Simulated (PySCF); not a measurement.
C2H4O2, SMILES `C.O=C=O`.

PySCF calculation, r2SCAN/def2-SVPD, gas phase; geometry: GFN2-xTB.

Geometry (Å), atoms numbered from 1:

```
C1      -2.8715    0.2491   -0.0000
H2      -2.9625    0.7698   -0.9445
H3      -3.7993   -0.2631    0.2189
H4      -2.6604    0.9627    0.7860
H5      -2.0671   -0.4720   -0.0602
O6       2.0738    0.7336   -0.0000
C7       1.3051   -0.1128   -0.0000
O8       0.5372   -0.9605    0.0000
```

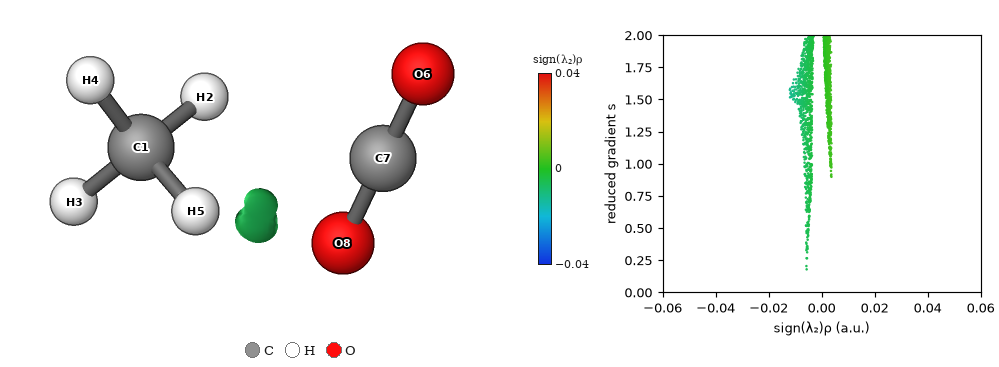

Non-covalent interaction surfaces between the fragments (reduced density gradient s = 0.5, coloured by sign(λ₂)ρ in a.u.; trimmed to the region between the fragments where ρ is under 0.06 a.u.). Fragment A: H4C (atoms 1–5); fragment B: CO2. The plot gives s against sign(λ₂)ρ for grid points between the fragments.

Q: Which interactions hold the two fragments together?

A: Bond critical points between the fragments: H5···O8, weak C–H hydrogen bond, 2.65 Å, ρ = 0.006 a.u. It is weak and appears green, as weak hydrogen bonds do. The pose is a local one from a semi-empirical search, not shown to be the most stable.

Q: How strongly are they bound?

A: The counterpoise-corrected interaction energy of the frozen fragments is −0.1 kcal/mol without dispersion correction and −0.3 kcal/mol with D3(BJ). The pair geometry is semi-empirical, not a minimum at this level.
